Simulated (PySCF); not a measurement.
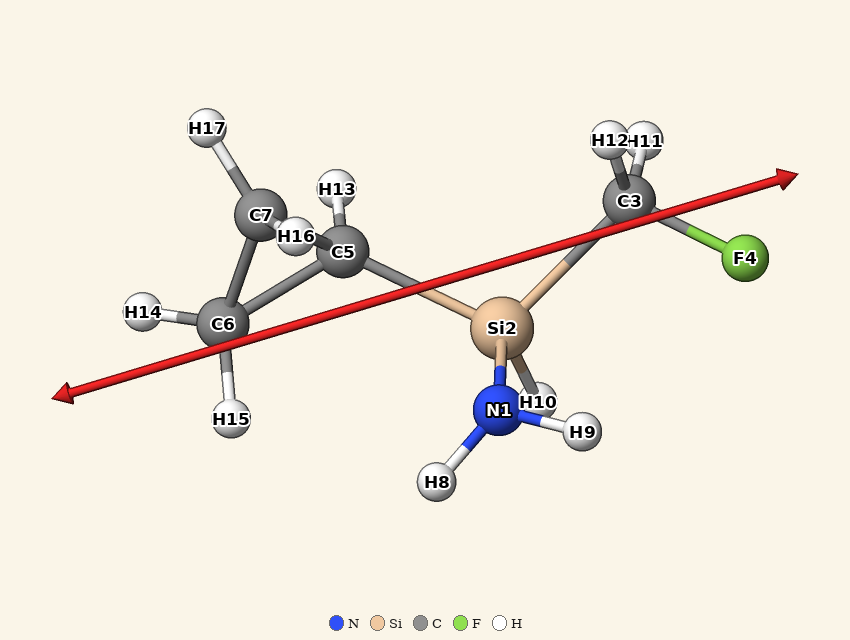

The double arrow shows the direction of the transition dipole to excited singlet state 3 (its length means nothing). The computed structure is the end point of a GFN2-xTB optimisation. No frequency run is at hand to confirm it as a minimum. Properties computed with TDDFT ωB97X-D/def2-SVPD, vertical, gas phase, core orbitals frozen in the response (PySCF 2.14.0).

> How is the transition polarised?

Close to the long direction F4···C6.

> Where does the transition lie, and how strong is it?

7.87 eV (158 nm), oscillator strength 0.051, of mixed character, with the largest part HOMO−1 → LUMO (weight 0.40); transition dipole 1.31 D.

The geometry is semi-empirical. Around Si such bond lengths and angles can be off by a tenth of an ångström or more and by several degrees, and values that hang on the shape move with them.
